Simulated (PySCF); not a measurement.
```xyz
16

C    -2.5403   -0.7457    0.3980
Si   -1.2892    0.6051   -0.0579
P     0.5540    0.2958    1.1634
Si    1.3379   -1.6181    0.3485
Si    1.9277    1.7926    0.2663
H    -3.4907   -0.5784   -0.0990
H    -2.1804   -1.7301    0.1110
H    -2.7198   -0.7602    1.4695
H    -1.7883    1.9408    0.2824
H    -1.0105    0.5636   -1.5024
H     1.3075   -1.6742   -1.1165
H     0.4944   -2.6845    0.8862
H     2.7159   -1.7599    0.8123
H     3.2512    1.5478    0.8352
H     2.0002    1.7072   -1.1948
H     1.4229    3.1070    0.6539
```

Geometry: GFN2-xTB.

These are results of PySCF, B3LYP/def2-SVPD, SCF density, gas phase, not measurements.

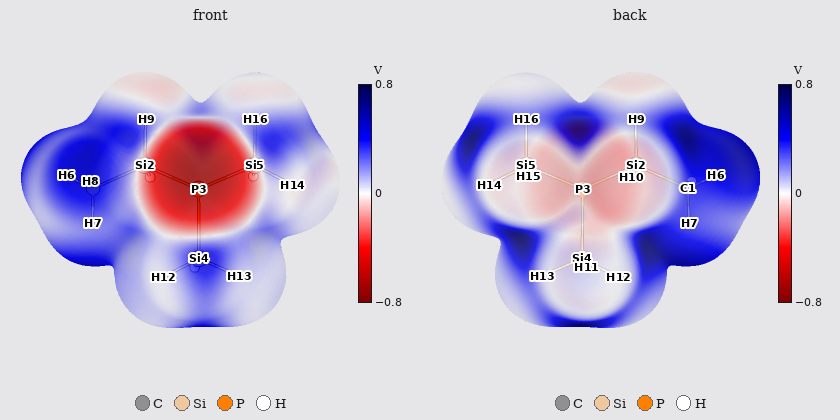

CH11PSi3 (SMILES C[SiH2]P([SiH3])[SiH3]). The molecular electrostatic potential painted on the density surface at 0.001 e/bohr³, seen from the front and from behind; red is negative and blue positive.

Q: Which sites attract a positive test charge, and which a negative one?

A: A positive charge is drawn to the negative regions and a negative charge to the positive ones. The most negative region (about −0.7 V) lies over P3, the most positive (about +0.7 V) over Si2, Si4 and Si5.

Q: What dipole moment does the calculation give?

A: Its dipole moment is 0.83 D.
